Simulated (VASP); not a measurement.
Band structure of KTaO3 (cubic perovskite). Level of theory: LDA (Ceperley-Alder, Perdew-Zunger), VASP's LDA PAW potentials (set 64) (plane waves; VASP).

Unless said otherwise, spin-orbit coupling is left out, though it shifts the bands of the heavy elements here.

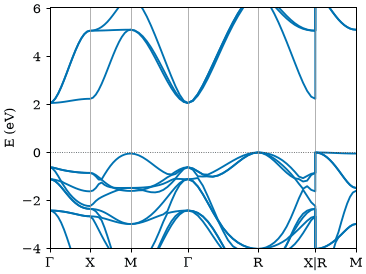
Figure: Bands along high-symmetry lines, zero at the valence-band maximum or, without a gap, the Fermi level

Task: Read the plot: is there a gap, and where are the band edges?

Result: The gap is indirect, 2.06 eV, from the valence maximum at R to the conduction minimum at Γ. (Edges off the drawn lines would not show.)

Measured: gap 3.64 eV (computed value off by -1.58 eV), as given by Burak Himmetoglu et al., Journal of Physics Condensed Matter (2016), arXiv:1601.06205.

The compound is KTaO3 in the cubic perovskite structure. It was relaxed first.
